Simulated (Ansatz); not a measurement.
# C4H7B: up Jacob's ladder to CCSD(T)

How much do the methods differ for C4H7B? The plan is to run it at one geometry with functionals of several rungs and with coupled cluster. The yardstick is the atomisation energy at the CCSD(T) limit.

Program: Ansatz 0.2.0, Gaussian basis. Level of theory: functionals in def2-TZVPP, the program's frozen cores in correlated methods. These are calculated values, not measurements.

The runs, in order: PBE-D4, r2SCAN-D4, PBE0-D4, B3LYP-D4, ωB97X-V, ωB97M-V, B2PLYP; CCSD(T)/def2-TZVPP; MP2/def2-QZVPP; extrapolation to the limit.

**1. The geometry**

An earlier PBE0-D4 in a triple-zeta def2 set relaxation fixed the geometry.

SMILES `C=CBC=C`, 12 atoms, charge 0, spin multiplicity 1.

Atoms are counted from 1 here; the program's logs count them from 0.

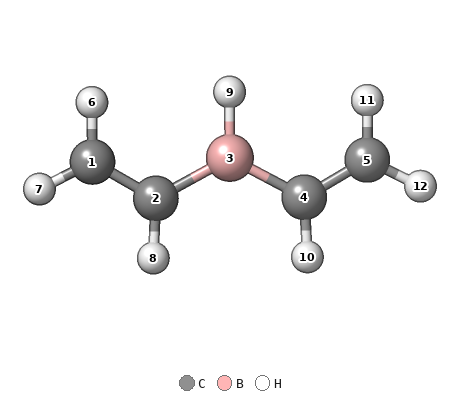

The geometry (carbon grey, boron pink, hydrogen white); atoms are numbered from 1 in the order of the file.

**2. PBE-D4 (GGA)**

Input file in.yaml:

```yaml
crystal:
  periodic: [false, false, false]
  atoms:
    - {symbol: C, position_ang: [-0.647596, 1.951633, 1.448367]}
    - {symbol: C, position_ang: [-0.781225, 0.709298, 0.970890]}
    - {symbol: B, position_ang: [0.195642, 0.142789, -0.076534]}
    - {symbol: C, position_ang: [0.083480, -1.278556, -0.659195]}
    - {symbol: C, position_ang: [0.953574, -1.729090, -1.569796]}
    - {symbol: H, position_ang: [0.159936, 2.592274, 1.104862]}
    - {symbol: H, position_ang: [-1.321912, 2.377585, 2.186815]}
    - {symbol: H, position_ang: [-1.609087, 0.109523, 1.349730]}
    - {symbol: H, position_ang: [1.092281, 0.847050, -0.459737]}
    - {symbol: H, position_ang: [-0.711243, -1.954580, -0.342952]}
    - {symbol: H, position_ang: [1.764729, -1.096708, -1.920001]}
    - {symbol: H, position_ang: [0.898421, -2.726417, -1.998446]}
basis:
  gaussian: {orbitals: def2-TZVPP}
hamiltonian: {xc: pbe, dispersion: d4}
output: {forces: true, orbitals: {seedname: orbitals}}
```

Run with:

```console
$ ansatz run in.yaml --threads 4 --pin off --events-out ev --progress --plain --max-ram 10444MiB
```

After this run come: r2SCAN-D4 (meta-GGA); PBE0-D4 (hybrid); B3LYP-D4 (hybrid); ωB97X-V (range-separated); ωB97M-V (range-separated); B2PLYP (double hybrid); CCSD(T) in def2-TZVPP; MP2 in def2-QZVPP.

Q: Predict the results of all the runs planned. Wanted: atomisation energy, CCSD(T)/CBS; farthest; mean size of error, hybrid; mean size of error, range-separated; gap, smallest and largest; T1 diagnostic; triples share of the correlation energy.

The runs gave:

| quantity | value |
| --- | --- |
| atomisation energy, CCSD(T)/CBS | 51.674 eV |
| functionals within 0.258 eV (0.5 %) | ωB97X-V, B2PLYP |
| farthest | PBE-D4 (+1.445 eV) |
| mean size of error, hybrid | 0.545 eV |
| mean size of error, range-separated | 0.213 eV |
| gap, smallest and largest | 3.79 eV (PBE-D4), 10.12 eV (ωB97X-V) |
| T1 diagnostic | 0.0113 |
| triples share of the correlation energy | 4.4 % |

PBE-D4 is off by +1.445 eV. Double hybrids carry the basis error of their MP2 part in triple zeta, and no dispersion term here, so their miss is partly the set-up's. Misses under about 0.258 eV are within the doubt on the reference itself, which lacks core-valence correlation, relativity and higher excitations. Hartree-Fock recovers 77 % of the binding; the rest is correlation. The gap grows from 3.8 to 10.1 eV across the functionals, mostly with the share of exact exchange. The restricted reference is unstable towards a spin-broken one.
